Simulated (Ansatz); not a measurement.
# What W2NO2 monolayer distorts into, part 2 of 3

Aim: this structure of W2NO2 monolayer is to be tested for unstable modes, and one is followed downhill.

Ansatz 0.2.0; DFT LDA, scalar-relativistic, plane waves, PAW; PAW set soft_1.

So far, highest frequency on the path or at a solved wavevector (cm⁻¹): step 2 (response at finite wavevector) 747. Also lowest frequency on the path (cm⁻¹): step 2 -163.

### 5. Energy along the mode, all amplitudes (two of the runs are shown above)

An imaginary frequency means negative curvature, so the energy should fall and then rise again as anharmonic terms take over.

Numbers from this step:

- depth at the lowest point sampled: 12.23 meV/atom
- largest atomic shift at that point: 0.22 Å

Energy from the parent against largest atomic shift:

```
largest atomic shift (Å)  energy from the parent (meV/atom)
                   0.000                                  0
                   0.040                             -0.986
                   0.080                              -3.65
                   0.140                              -9.04
                   0.220                              -12.2
                   0.320                               10.1
```

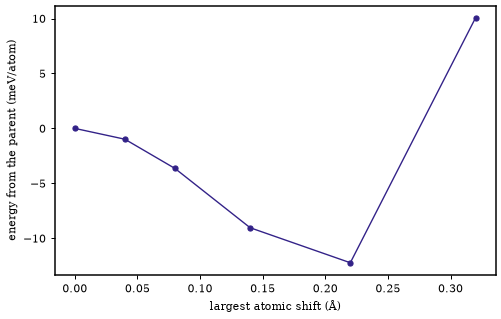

Energy from the parent, plotted against largest atomic shift.

Displacement at unit largest shift by atom:

```
atom  x (Å)  y (Å)  z (Å)  size
  N1   0.00   0.21   0.98  1.00
  N2   0.00  -0.21  -0.98  1.00
  W3   0.00  -0.44   0.05  0.44
  W4   0.00   0.44  -0.05  0.44
  W5   0.00   0.44  -0.05  0.44
  W6   0.00  -0.44   0.05  0.44
  O7   0.00  -0.03   0.50  0.50
  O8   0.00   0.03  -0.50  0.50
  O9   0.00   0.03  -0.50  0.50
 O10   0.00  -0.03   0.50  0.50
```

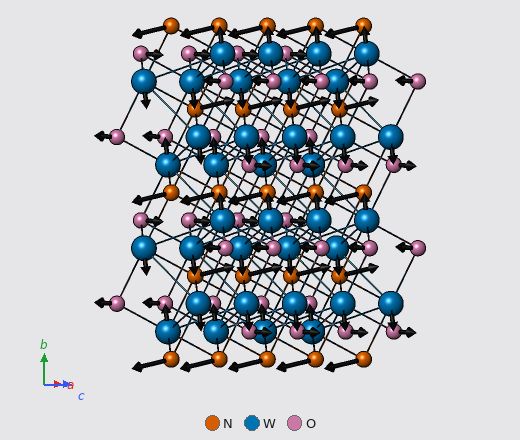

Displacement at unit largest shift as arrows, the longest 1.00 Å. 4×2×1 cells are drawn. Some periodic images of atoms are drawn too.

The lowest of the steps tried is at 0.22 Å, 12.2 meV/atom below the parent; the bottom of the well need not coincide with a step.

### 6. Relaxing from the distorted cell

Starting from the lowest point found, all atoms and the cell are let go, so that strain and other modes of the same symmetry can join in.

The input, input.yaml:

```yaml
crystal:
  lattice:
    - [3.1366917155, 0.0, 0.0]
    - [0.0, 5.4329094189, 0.0]
    - [0.0, 0.0, 32.6]
  atoms:
    - { symbol: "N", position: [0.5, 0.5083391538, 0.3133522826] }
    - { symbol: "N", position: [0.0, -0.0083391538, 0.3001446499] }
    - { symbol: W, position: [0.0, 0.3156589017, 0.3385516608] }
    - { symbol: W, position: [0.5, 0.851007765, 0.3378948596] }
    - { symbol: W, position: [0.5, 0.1843410983, 0.2749452717] }
    - { symbol: W, position: [1.0, 0.648992235, 0.275602073] }
    - { symbol: O, position: [0.5, 0.1656166545, 0.3728033571] }
    - { symbol: O, position: [1.0, 0.6677166788, 0.3660901301] }
    - { symbol: O, position: [0.0, 0.3343833455, 0.2406935755] }
    - { symbol: O, position: [0.5, 0.8322833212, 0.2474068025] }
  periodic: [true, true, false]
kpoints:
  mp_grid: { grid: [12, 8, 1] }
hamiltonian:
  xc: lda
  pseudopotentials: { kind: paw, azcp: { folder: soft_1 }, xc_functional: pbe }
scf:
  occupations: { method: methfessel_paxton, width: 0.2 }
output:
  forces: true
  stress: true
  eigenvalues: true
  write_density: true
  write_potential: true
  elf: true
  volumetric_format: npy
relax:
  adjacent_minimum: "off"
  f_tol: 0.002
  max_steps: 120
  cell: { stress_2d_tol: 0.005 }
```

On the command line:

```bash
> ansatz run input.yaml --threads 4 --pin off --max-ram 16384MiB --backend cpu --events-out ev --progress --plain --runs-dir out
```

Numbers of over 12 decimals in the logs are rounded to 6 here.

The program printed:

```text
[...]
Crystal: 10 atoms, lattice volume = 555.548 Å³
Basis set: ecut = 420 eV, 10877 PW (Γ)
Bands: 55, of which v1, the nominal top of the filled ones, is band 45 counted from 1 (44 counted from 0)
Symmetry: 4 space group operations
[...]
k-points: 35 of 96
[...]
SCF iter   1: F=—  HF=-43500.453730 eV  |F-HF|=—  |Δ(HF+E_count)|=         —  Δρ=7.24e-2  dr2=3.20e1  ethr=3.10e-3  ⟨swp⟩=11.3  Hψ=13141  notcnv=0
[...]
SCF iter  12: F=-43491.856974 eV  HF=-43491.856974 eV  |F-HF|=6.98e-10  |Δ(HF+E_count)|=   4.42e-9  S|Δr|=    0.00e0  Δρ=1.52e-7  dr2=6.16e-11  ethr=1.71e-12  ⟨swp⟩=10.8  Hψ=16900  notcnv=0
SCF 1 converged in 12 iterations: F = -43491.856974 eV  dr2 = 6.16e-11
[...]
relax step   1: F+E_penalty+E_count = -43491.85697393 eV  Δ(F+E_penalty+E_count) = +0.000e0 eV  max|allowed force component| = 7.664e-1 eV/Å  Δτ_max = 0.0000 Å  P = -3.048 N/m  Ω = 555.548 Å³  fix = [c, alpha, beta]  reactions: c -0.000 N/m; alpha +0.000 N/m/rad  (12 SCF iters, dr2 threshold 1.00e-7 eV, accepted)
Crystal: 10 atoms, lattice volume = 533.112 Å³
Basis set: ecut = 420 eV, 10431 PW (Γ)
[...]
iter 1 solved again at ethr=3.08e-4 eV; its pass at ethr=3.10e-3 eV (dr2=2.77e-1 eV) is discarded
[...]
SCF iter   9: F=-43492.058347 eV  HF=-43492.058347 eV  |F-HF|=2.51e-9  |Δ(HF+E_count)|=   3.70e-8  S|Δr|=    0.00e0  Δρ=5.08e-7  dr2=6.66e-10  ethr=9.31e-12  ⟨swp⟩=12.8  Hψ=18368  notcnv=0
SCF 2 converged in 9 iterations: F = -43492.058347 eV  dr2 = 6.66e-10
relax step   2: F+E_penalty+E_count = -43492.05834671 eV  Δ(F+E_penalty+E_count) = -2.014e-1 eV  max|allowed force component| = 1.030e0 eV/Å  Δτ_max = 0.1194 Å  P = -0.804 N/m  Ω = 533.112 Å³  energy of the carried Pulay correction = +1.553e-2 eV  fix = [c, alpha, beta]  reactions: c +0.000 N/m; alpha -0.000 N/m/rad  (9 SCF iters, dr2 threshold 1.00e-6 eV, accepted)
Crystal: 10 atoms, lattice volume = 525.232 Å³
Basis set: ecut = 420 eV, 10263 PW (Γ)
[...]
SCF iter   6: F=-43492.206607 eV  HF=-43492.206606 eV  |F-HF|=9.11e-7  |Δ(HF+E_count)|=   1.80e-6  S|Δr|=    0.00e0  Δρ=9.65e-6  dr2=2.30e-7  ethr=1.11e-9  ⟨swp⟩=26.6  Hψ=30148  notcnv=0
SCF 3 converged in 6 iterations: F = -43492.206607 eV  dr2 = 2.30e-7
relax step   3: F+E_penalty+E_count = -43492.20660692 eV  Δ(F+E_penalty+E_count) = -1.483e-1 eV  max|allowed force component| = 7.949e-1 eV/Å  Δτ_max = 0.0586 Å  P = +0.323 N/m  Ω = 525.232 Å³  energy of the carried Pulay correction = +2.114e-2 eV  fix = [c, alpha, beta]  reactions: c +0.000 N/m; alpha -0.000 N/m/rad  (6 SCF iters, dr2 threshold 1.00e-6 eV, accepted)
[... from here on, the SCF cycles and remarks between the steps are left out ...]
relax step   4: F+E_penalty+E_count = -43492.21440966 eV  Δ(F+E_penalty+E_count) = -7.803e-3 eV  max|allowed force component| = 2.206e0 eV/Å  Δτ_max = 0.1963 Å  P = +4.694 N/m  Ω = 502.398 Å³  energy of the carried Pulay correction = +3.786e-2 eV  fix = [c, alpha, beta]  (9 SCF iters, dr2 threshold 1.00e-6 eV, rejected (line search))
relax step   5: F+E_penalty+E_count = -43492.37079894 eV  Δ(F+E_penalty+E_count) = -1.642e-1 eV  max|allowed force component| = 6.969e-1 eV/Å  Δτ_max = 0.0909 Å  P = -0.480 N/m  Ω = 518.825 Å³  energy of the carried Pulay correction = +2.576e-2 eV  fix = [c, alpha, beta]  reactions: c -0.000 N/m; alpha -0.000 N/m/rad  (14 SCF iters, accepted)
relax step   6: F+E_penalty+E_count = -43492.49811927 eV  Δ(F+E_penalty+E_count) = -1.273e-1 eV  max|allowed force component| = 8.427e-1 eV/Å  Δτ_max = 0.0975 Å  P = -0.476 N/m  Ω = 509.450 Å³  energy of the carried Pulay correction = +3.262e-2 eV  fix = [c, alpha, beta]  reactions: c -0.000 N/m; alpha +0.000 N/m/rad  (6 SCF iters, dr2 threshold 1.00e-6 eV, accepted)
relax step   7: F+E_penalty+E_count = -43492.57442923 eV  Δ(F+E_penalty+E_count) = -7.631e-2 eV  max|allowed force component| = 1.666e0 eV/Å  Δτ_max = 0.1456 Å  P = +1.140 N/m  Ω = 495.763 Å³  energy of the carried Pulay correction = +4.286e-2 eV  fix = [c, alpha, beta]  reactions: c -0.000 N/m; alpha +0.000 N/m/rad  (8 SCF iters, dr2 threshold 1.00e-6 eV, accepted)
relax step   8: F+E_penalty+E_count = -43492.78375675 eV  Δ(F+E_penalty+E_count) = -2.093e-1 eV  max|allowed force component| = 1.501e0 eV/Å  Δτ_max = 0.2000 Å  P = -0.988 N/m  Ω = 480.486 Å³  energy of the carried Pulay correction = +5.461e-2 eV  fix = [c, alpha, beta]  reactions: c -0.000 N/m; alpha -0.000 N/m/rad  (7 SCF iters, dr2 threshold 1.00e-6 eV, accepted)
relax step   9: F+E_penalty+E_count = -43492.90848109 eV  Δ(F+E_penalty+E_count) = -1.247e-1 eV  max|allowed force component| = 4.250e-1 eV/Å  Δτ_max = 0.0414 Å  P = -0.248 N/m  Ω = 479.374 Å³  energy of the carried Pulay correction = +5.548e-2 eV  fix = [c, alpha, beta]  reactions: c -0.000 N/m; alpha +0.000 N/m/rad  (7 SCF iters, dr2 threshold 1.00e-6 eV, accepted)
relax step  10: F+E_penalty+E_count = -43492.99210567 eV  Δ(F+E_penalty+E_count) = -8.362e-2 eV  max|allowed force component| = 5.683e-1 eV/Å  Δτ_max = 0.0750 Å  P = -0.600 N/m  Ω = 477.214 Å³  energy of the carried Pulay correction = +5.717e-2 eV  fix = [c, alpha, beta]  reactions: c -0.000 N/m; alpha +0.000 N/m/rad  (7 SCF iters, dr2 threshold 1.00e-6 eV, accepted)
relax step  11: F+E_penalty+E_count = -43493.04415870 eV  Δ(F+E_penalty+E_count) = -5.205e-2 eV  max|allowed force component| = 6.118e-1 eV/Å  Δτ_max = 0.0599 Å  P = +0.542 N/m  Ω = 474.128 Å³  energy of the carried Pulay correction = +5.960e-2 eV  fix = [c, alpha, beta]  reactions: c +0.000 N/m; alpha +0.000 N/m/rad  (6 SCF iters, dr2 threshold 1.00e-6 eV, accepted)
relax step  12: F+E_penalty+E_count = -43493.09280224 eV  Δ(F+E_penalty+E_count) = -4.864e-2 eV  max|allowed force component| = 3.568e-1 eV/Å  Δτ_max = 0.0671 Å  P = -0.739 N/m  Ω = 474.114 Å³  energy of the carried Pulay correction = +5.961e-2 eV  fix = [c, alpha, beta]  reactions: c -0.000 N/m; alpha -0.000 N/m/rad  (7 SCF iters, dr2 threshold 1.00e-6 eV, accepted)
relax step  13: F+E_penalty+E_count = -43493.10034060 eV  Δ(F+E_penalty+E_count) = -7.538e-3 eV  max|allowed force component| = 3.713e-1 eV/Å  Δτ_max = 0.0650 Å  P = +0.999 N/m  Ω = 468.732 Å³  energy of the carried Pulay correction = +6.389e-2 eV  fix = [c, alpha, beta]  reactions: c +0.000 N/m; alpha +0.000 N/m/rad  (7 SCF iters, dr2 threshold 1.00e-6 eV, accepted)
[...]
relax step  18: F+E_penalty+E_count = -43493.11325658 eV  Δ(F+E_penalty+E_count) = -1.262e-5 eV  max|allowed force component| = 1.074e-3 eV/Å  Δτ_max = 0.0003 Å  P = +0.000 N/m  Ω = 471.718 Å³  energy of the carried Pulay correction = +6.151e-2 eV  fix = [c, alpha, beta]  reactions: c +0.000 N/m; alpha -0.000 N/m/rad  (5 SCF iters, dr2 threshold 3.22e-9 eV, accepted)
relax step  19: F+E_penalty+E_count = -43493.08658874 eV  Δ(F+E_penalty+E_count) = +2.667e-2 eV  max|allowed force component| = 2.447e-3 eV/Å  Δτ_max = 0.0000 Å  P = -0.372 N/m  Ω = 471.718 Å³  fix = [c, alpha, beta]  reactions: c -0.000 N/m; alpha -0.000 N/m/rad  stress off target by 3.72e-1 N/m on what of the cell is left free  SCF on the basis re-selected at this cell (its energy is not comparable with the rows above)  (11 SCF iters)
relax step  20: F+E_penalty+E_count = -43493.08742104 eV  Δ(F+E_penalty+E_count) = -8.323e-4 eV  max|allowed force component| = 1.591e-2 eV/Å  Δτ_max = 0.0041 Å  P = +0.066 N/m  Ω = 470.881 Å³  energy of the carried Pulay correction = +6.578e-4 eV  fix = [c, alpha, beta]  reactions: c +0.000 N/m; alpha +0.000 N/m/rad  (5 SCF iters, dr2 threshold 1.69e-7 eV, accepted)
relax step  21: F+E_penalty+E_count = -43493.08749853 eV  Δ(F+E_penalty+E_count) = -7.749e-5 eV  max|allowed force component| = 3.207e-2 eV/Å  Δτ_max = 0.0045 Å  P = +0.075 N/m  Ω = 470.812 Å³  energy of the carried Pulay correction = +7.117e-4 eV  fix = [c, alpha, beta]  reactions: c +0.000 N/m; alpha +0.000 N/m/rad  (7 SCF iters, dr2 threshold 1.58e-8 eV, accepted)
relax step  22: F+E_penalty+E_count = -43493.08745825 eV  Δ(F+E_penalty+E_count) = +4.027e-5 eV  max|allowed force component| = 5.966e-3 eV/Å  Δτ_max = 0.0019 Å  P = -0.008 N/m  Ω = 470.958 Å³  energy of the carried Pulay correction = +5.973e-4 eV  fix = [c, alpha, beta]  reactions: c -0.000 N/m; alpha -0.000 N/m/rad  (5 SCF iters, dr2 threshold 6.43e-8 eV, accepted)
relax step  23: F+E_penalty+E_count = -43493.08746896 eV  Δ(F+E_penalty+E_count) = -1.071e-5 eV  max|allowed force component| = 2.770e-3 eV/Å  Δτ_max = 0.0002 Å  P = -0.004 N/m  Ω = 470.949 Å³  energy of the carried Pulay correction = +6.043e-4 eV  fix = [c, alpha, beta]  reactions: c -0.000 N/m; alpha -0.000 N/m/rad  (5 SCF iters, dr2 threshold 2.22e-9 eV, accepted)
relax step  24: F+E_penalty+E_count = -43493.08747851 eV  Δ(F+E_penalty+E_count) = -9.547e-6 eV  max|allowed force component| = 1.828e-3 eV/Å  Δτ_max = 0.0007 Å  P = +0.003 N/m  Ω = 470.938 Å³  energy of the carried Pulay correction = +6.130e-4 eV  fix = [c, alpha, beta]  reactions: c +0.000 N/m; alpha -0.000 N/m/rad  (7 SCF iters, dr2 threshold 4.80e-10 eV, accepted)
relax step  25: F+E_penalty+E_count = -43493.08748522 eV  Δ(F+E_penalty+E_count) = -6.705e-6 eV  max|allowed force component| = 1.587e-3 eV/Å  Δτ_max = 0.0003 Å  P = -0.000 N/m  Ω = 470.930 Å³  energy of the carried Pulay correction = +6.190e-4 eV  fix = [c, alpha, beta]  reactions: c -0.000 N/m; alpha +0.000 N/m/rad  (6 SCF iters, dr2 threshold 1.22e-10 eV, accepted)
relax step  26: F+E_penalty+E_count = -43493.08688299 eV  Δ(F+E_penalty+E_count) = +6.022e-4 eV  max|allowed force component| = 1.549e-3 eV/Å  Δτ_max = 0.0000 Å  P = -0.006 N/m  Ω = 470.930 Å³  fix = [c, alpha, beta]  reactions: c -0.000 N/m; alpha -0.000 N/m/rad  stress off target by 6.42e-3 N/m on what of the cell is left free  SCF on the basis re-selected at this cell (its energy is not comparable with the rows above)  (7 SCF iters)
relax step  27: F+E_penalty+E_count = -43493.08688975 eV  Δ(F+E_penalty+E_count) = -6.760e-6 eV  max|allowed force component| = 7.462e-4 eV/Å  Δτ_max = 0.0001 Å  P = +0.000 N/m  Ω = 470.922 Å³  energy of the carried Pulay correction = +6.462e-6 eV  fix = [c, alpha, beta]  reactions: c +0.000 N/m; alpha -0.000 N/m/rad  (6 SCF iters, dr2 threshold 5.04e-11 eV, accepted)
[...]
SCF iter  10: F=-43493.086886 eV  HF=-43493.086886 eV  |F-HF|=1.31e-10  |Δ(HF+E_count)|=  1.16e-10  S|Δr|=    0.00e0  Δρ=2.13e-9  dr2=2.24e-14  ethr=1.00e-12  ⟨swp⟩=11.4  Hψ=14915  notcnv=0
SCF 28 converged in 10 iterations: F = -43493.086886 eV  dr2 = 2.24e-14
relax step  28: F+E_penalty+E_count = -43493.08688640 eV  Δ(F+E_penalty+E_count) = +3.345e-6 eV  max|allowed force component| = 7.451e-4 eV/Å  Δτ_max = 0.0000 Å  P = +0.000 N/m  Ω = 470.922 Å³  fix = [c, alpha, beta]  reactions: c +0.000 N/m; alpha -0.000 N/m/rad  stress off target by 9.87e-4 N/m on what of the cell is left free  SCF on the basis re-selected at this cell (its energy is not comparable with the rows above)  (10 SCF iters)
[...]
WARN: The output density's exchange-correlation potential varies sharply where the density is thin. Do not read a vacuum level from v_tot or v_xc, or from such a field of the output density. On a cell that repeats whose density bears no net charge and no dipole along the vacuum's axis use v_es (v_loc + v_h of the components); under efield.dipole_correction with no amplitude use v_es + v_field, which holds any externa [...]
SCF converged after 10 iterations
[...]
Free energy (F): -43493.086886 eV
[...]
Internal energy: -43493.094522 eV  (E = F + TS)
E sigma→0 (E₀):  -43493.088795 eV
Entropy (-TS):   0.007636 eV (0.764 meV/atom)
Fermi energy:    -6.536758 eV
[...]
--- Forces (eV/Å), atoms counted from 1 ---
  atom   1  N      0.00000000    -0.00037937     0.00014852
  atom   2  N      0.00000000     0.00037937    -0.00014852
  atom   3  W      0.00000000     0.00023642     0.00035673
  atom   4  W      0.00000000    -0.00009683     0.00074514
  atom   5  W      0.00000000    -0.00023642    -0.00035673
  atom   6  W      0.00000000     0.00009683    -0.00074514
  atom   7  O      0.00000000     0.00002706    -0.00024850
  atom   8  O      0.00000000    -0.00008068    -0.00019028
  atom   9  O      0.00000000    -0.00002706     0.00024850
  atom  10  O      0.00000000     0.00008068     0.00019028
  max |Σ_I F_I| component: 1.08e-19 eV/Å
--- 2D stress c σ (N/m, compression-positive) ---
        0.000987      -0.000000      -0.000000
       -0.000000      -0.000233       0.000000
       -0.000000       0.000000       0.000000
  P = ½ c Tr σ = 0.0004 N/m
--- Band table (eV; the first three rows and the last of 35) ---
  k-point 0: bands = [... 41 lower, -7.9235, -7.8925, -7.7633, -6.8608, -6.5498, -6.4031, -5.2483, -5.0416, ... 6 higher]
  k-point 1: bands = [... 41 lower, -7.9248, -7.8747, -7.8593, -6.8657, -6.7261, -6.3698, -5.3806, -4.9860, ... 6 higher]
  k-point 2: bands = [... 41 lower, -8.1547, -7.8925, -7.8317, -7.0680, -6.9478, -6.3569, -5.6232, -4.8922, ... 6 higher]
  k-point 34: bands = [... 41 lower, -9.0980, -7.6927, -7.6927, -4.7304, -4.7304, -4.0953, -4.0953, -3.7402, ... 6 higher]
--- Relaxed structure (25 steps of the walk, 24 accepted, 3 SCFs on fresh bases) ---
  F+E_penalty+E_count = -43493.08688640 eV   max|allowed force component| = 7.451e-4 eV/Å   (the final SCF, on the basis selected at the relaxed cell)
  cell:  # Å, volume = 470.9222 Å³
    - [2.884778, 0, 0]
    - [0, 5.007478, 0]
    - [0, 0, 32.6]
  atoms:
    - { symbol: N, position: [0.5, 0.491015, 0.311737] }
    - { symbol: N, position: [0, 0.00898522, 0.301760] }
    - { symbol: W, position: [0, 0.282113, 0.351444] }
    - { symbol: W, position: [0.5, 0.865574, 0.345176] }
    - { symbol: W, position: [0.5, 0.217887, 0.262053] }
    - { symbol: W, position: [1.0, 0.634426, 0.268321] }
    - { symbol: O, position: [0.5, 0.162013, 0.390401] }
    - { symbol: O, position: [1.0, 0.658228, 0.376393] }
    - { symbol: O, position: [0, 0.337987, 0.223096] }
    - { symbol: O, position: [0.5, 0.841772, 0.237104] }
```

Elapsed: 13 min, on 4 threads of Arm Neoverse V1, shared host; peak memory 1.5 GiB.

(Continued in part 3 of 3.)

[Logs are printed without paths, hosts, clocks, repeated set-up lines and the standing remarks that a program may print on its own settings, such as how far it seeks lower states.]

[Hosts, paths, dates, database ids (printed as entryN), source tags and the programs' standing remarks are cut or masked in the printed files.]
